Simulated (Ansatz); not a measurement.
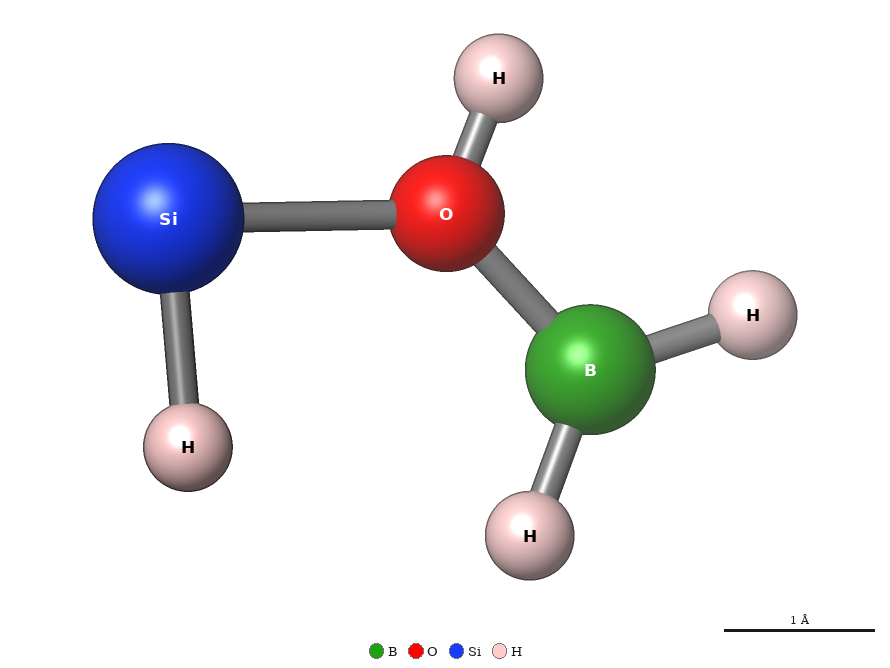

Atoms fade into the background with distance from the viewer. Charge +1, singlet. The geometry was computed by an optimisation with PBE-D4/def2-SVP. No frequency run is at hand to confirm it as a minimum. Masses are those of the most abundant isotopes; constants are for the rigid equilibrium geometry.

> Classify the rotor and give the rotational constants (MHz).

An asymmetric top (Cs): A = 44774, B = 5079, C = 4562 MHz. Ray's parameter κ is −0.97, close to the prolate limit.
